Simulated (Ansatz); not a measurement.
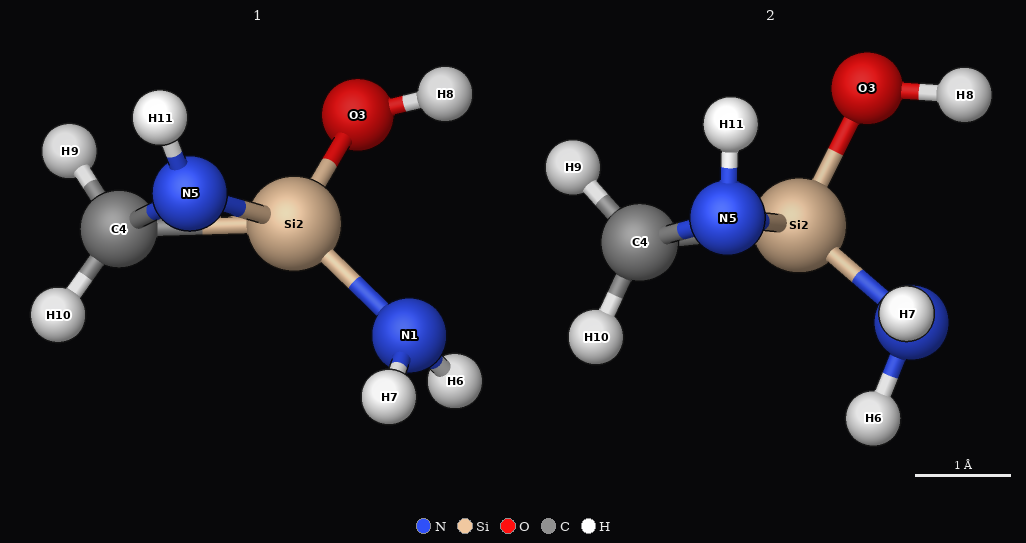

Two geometries of CH₆N₂OSi (coarse preliminary run), drawn at one scale. One is the start of a relaxation, the other its converged end. Style: ball-and-stick. Shown face on.

Method: RKS PBE-D4/def2-SVP (Ansatz 0.2.0). (force threshold 0.03 eV/Å; at most 200 steps)

Which one is relaxed?

Answer. Structure 1 is the relaxed one. The start comes from a force field. The atom that moves furthest after the best rigid fit is H6 (1.14 Å). Largest moves by element: H 1.14 Å, O 0.59 Å, Si 0.50 Å, N 0.43 Å, C 0.18 Å. Near-neighbour distances that change, for instance: C4–N5 1.367 → 1.524 Å, N1–H6 1.095 → 1.023 Å, Si2–C4 1.779 → 1.844 Å, Si2–O3 1.612 → 1.677 Å. Bond angles that change, for instance: Si2–N5–H11 103.3° → 138.5°, O3–Si2–N5 99.0° → 125.7°, N1–Si2–N5 91.0° → 114.8°. Over 13 accepted moves (14 points after the start) the energy falls by 59.3 kcal/mol. Largest force component: 5.7 eV/Å at the start, 0.014 eV/Å at the end. The line search rejected the trial step at point 11 of the run.
